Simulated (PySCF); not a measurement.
C4H8AlBr

The calculation's input:

```
{"job": {"kind": "uv", "xc": "CAM-B3LYP", "basis": "def2-SVPD", "nstates": 8, "ntriplets": 3}, "charge": 0, "multiplicity": 1}
C      2.968401     0.252905     0.267876
C      1.668489     0.535400     0.370935
Al     0.315330    -0.900380     0.221214
Br     1.136990    -2.991673    -0.094851
C     -1.668970    -0.678861     0.324679
C     -2.082142     0.797831     0.438393
H      3.318409    -0.759132     0.101295
H      3.747456     1.001026     0.341736
H      1.394657     1.578377     0.537002
H     -2.085221    -1.231293     1.182549
H     -2.164717    -1.123615    -0.553522
H     -1.745713     1.361268    -0.431659
H     -1.638532     1.257404     1.321357
H     -3.165116     0.900271     0.510880
```

Run with:

```sh
OMP_NUM_THREADS=1 python probes_run.py task.json out
```

Geometry: GFN2-xTB.

Level of theory: CAM-B3LYP/def2-SVPD, SCF density, gas phase in PySCF 2.14.0.

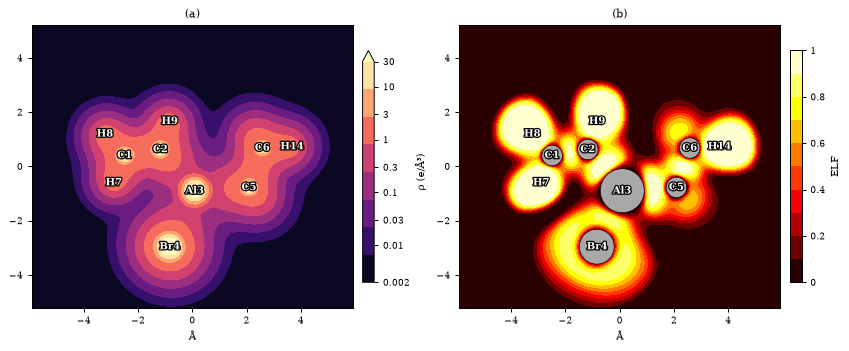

Figure 1. (a) electron density; (b) electron localisation function on the plane of atoms Al3, C2 and H9. Grey discs cover the atomic cores in the ELF map.

Describe what can be read from this map.

The section cuts through C, Al, Br and H sites.
C–C (1.33 Å): ρ is about 2.3 e/Å³ halfway; the ELF peaks at about 0.90 between the atoms (a short, multiple covalent bond).
C–Al (1.98 Å): ρ at the midpoint is about 0.71 e/Å³; the ELF peaks at about 0.95 between the atoms (a shared but strongly polarised pair).
Al–Br (2.27 Å): ρ at the midpoint is about 0.64 e/Å³; the ELF peaks at about 0.85 in the valence shell of Br, 1.1 Å from its nucleus, and is about 0.85 at the midpoint.
C–H (1.08 Å): ρ is about 2 e/Å³ halfway; the ELF climbs to about 1 towards the hydrogen, as it does in any bond to H (an ordinary covalent bond to hydrogen).
C–C (1.54 Å): the density is about 1.6 e/Å³ at the midpoint; the ELF peaks at about 0.95 between the atoms; a shared electron pair.
The ELF also peaks beside Br4, away from the bonds: lone-pair regions.

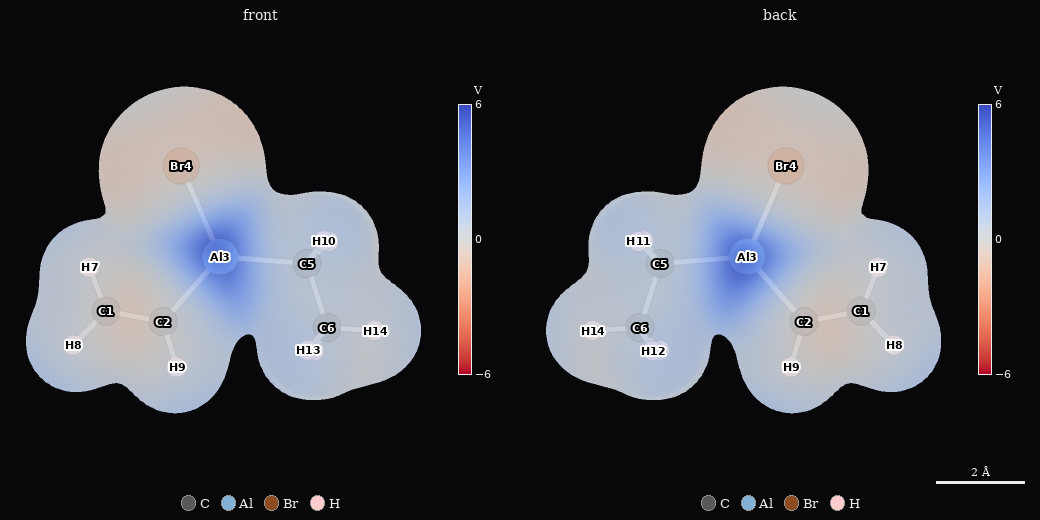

Figure 2. The electrostatic potential painted on the density surface at 0.004 e/bohr³, seen from the front and from behind; red is negative and blue positive.

Describe the electrostatic potential map.

The most negative region (about −0.6 V) lies over Br4, the most positive (about +4.9 V) over Al3.
